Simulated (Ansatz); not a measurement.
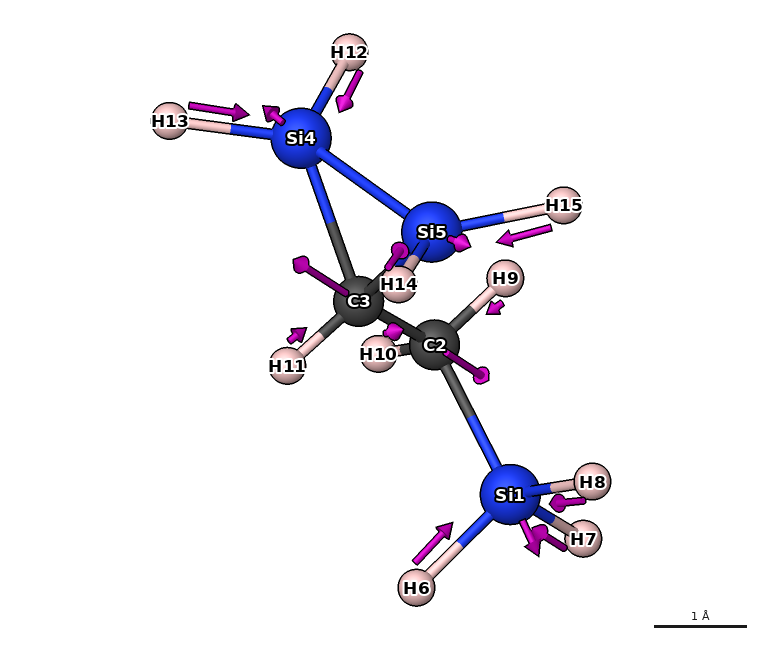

Arrows show the forces on the atoms, 4 Å of arrow for 1 eV/Å; forces under a tenth of the largest aren't drawn. Level of theory: ωB97M-V/def2-TZVPP (Ansatz 0.2.0).

Q: On which atom is the force largest, and how large is it?

A: On C3: 0.28 eV/Å.

Q: Which bond do the forces act along most?

A: C2–C3, now 1.523 Å: the forces push its atoms apart, so a first step downhill lengthens it.
